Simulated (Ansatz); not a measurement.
**What do other settings change for twisted Ti2CO2 MXene bilayer, 38.21° (70 atoms)?**

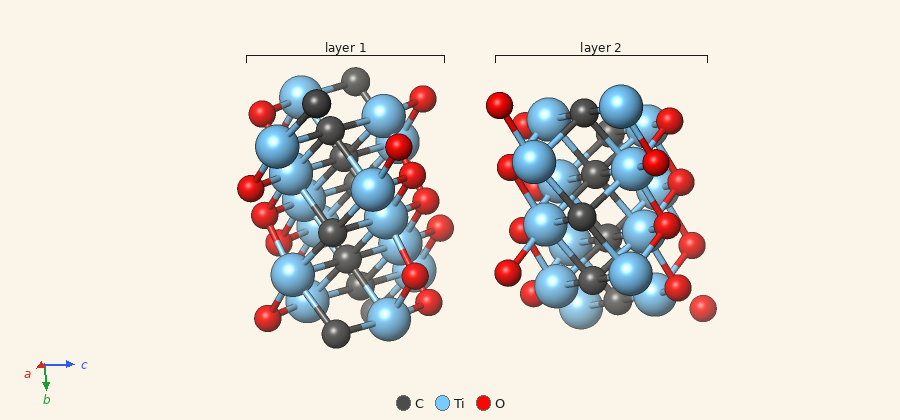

The cell (carbon dark grey, titanium blue, oxygen red). Bonds to atoms that aren't drawn are left out. Some periodic images of atoms are drawn too.

The cell holds 70 atoms: 14 C, 28 Ti and 28 O. Its edges and angles: a = 8.017 Å, b = 8.017 Å, c = 27.780 Å, α = 90.0°, β = 90.0°, γ = 120.0°. It derives from Ti2CO2 (Ti2CO2 MXene). Ti2CO2 MXene (a = 3.03 Å) under Ti2CO2 MXene (a = 3.03 Å), bilayer, commensurate cell of 7 unit cells a layer, twist 38.21 deg; facing planes 2.9 Å apart; 16 Å of vacuum; layers as built, displaced by a Gaussian of 0.01 Å. Regions: layer 1, 35 atoms (7 C, 14 Ti and 14 O); layer 2, 35 atoms (7 C, 14 Ti and 14 O). Vacuum lies along c.

Geometry: as built.

Reference run: Kohn-Sham DFT, PBE+D4, PAW (set soft_2), plane waves (Ansatz 0.2.0), cutoff 420 eV, k-mesh 3×3×1, fermi-dirac smearing of 0.025 eV.

| Item | Value |
| --- | --- |
| r.m.s. force component | 0.2007 eV/Å |
| gap (highest filled to lowest empty level) | 0.3757 eV |
| SCF cycles | 13 |
| time | 4.4 min on 4 threads of Arm Neoverse V2, shared host |

Q: Estimate how much each variant changes the results, and its time and memory.
- support functions medium
- support functions low
- support functions medium, radius 3.47 Å
- support functions medium, radius 3.75 Å

Each row is set against the plane-wave reference (Kohn-Sham DFT, PBE+D4, PAW (set soft_2), plane waves; r.m.s. force component 0.201 eV/Å). Energies are set beside the reference only for runs with its functional, potentials and electron count. Times are for 4 threads of Arm Neoverse V2, shared host. The reference's time includes the DOS and grids, which some other runs skip.

```
                                    run  Δ force, r.m.s. (meV/Å)  share of r.m.s. force (%)  Δ energy (meV/atom)  Δ gap (eV)  cycles     time  host memory (GiB)
                              reference                        -                          -                    -           -      13  4.4 min                5.5
               support functions medium                    0.891                      0.444                -4.38      4.0e-4      20  5.5 min                4.9
                  support functions low                     1.20                      0.597                -4.41      5.0e-4      18    5 min                4.7
support functions medium, radius 3.47 Å                    0.986                      0.491                -4.38      5.0e-4      20  5.2 min                4.8
support functions medium, radius 3.75 Å                    0.766                      0.382                -4.38      1.0e-4      21  6.3 min                5.2
```

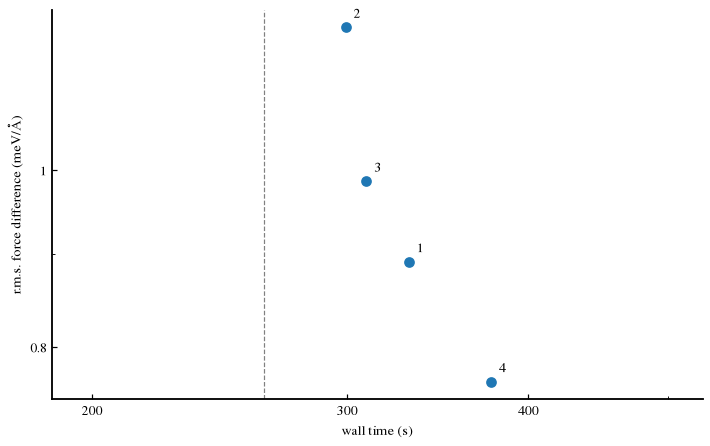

Force difference from the reference against wall time; the dashed line marks the reference's time. Points: 1 support functions medium; 2 support functions low; 3 support functions medium, radius 3.47 Å; 4 support functions medium, radius 3.75 Å.

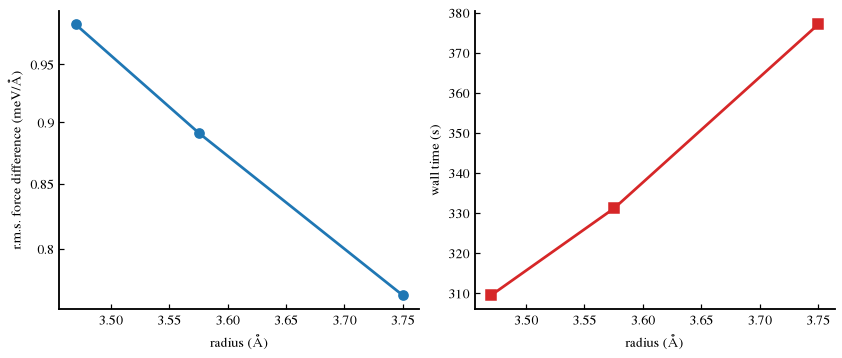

Force difference and time against the radius.

Among numerical settings the force difference runs from 0.77 meV/Å (support functions medium, radius 3.75 Å) to 1.2 meV/Å (support functions low). Differences between support functions and plane waves include what basis error the plane-wave run still has. As the radius goes from 3.47 to 3.75 Å, the force difference goes from 0.99 to 0.77 meV/Å, and the time from 5.2 min to 6.3 min. The main run has no spin polarisation, so moments on Ti can't form in it, and no Hubbard term.

[Logs are printed without paths, hosts, clocks, repeated set-up lines and the standing remarks that a program may print on its own settings, such as how far it seeks lower states.]

[Hosts, paths, dates, database ids (printed as entryN), source tags and the programs' standing remarks are cut or masked in the printed files.]
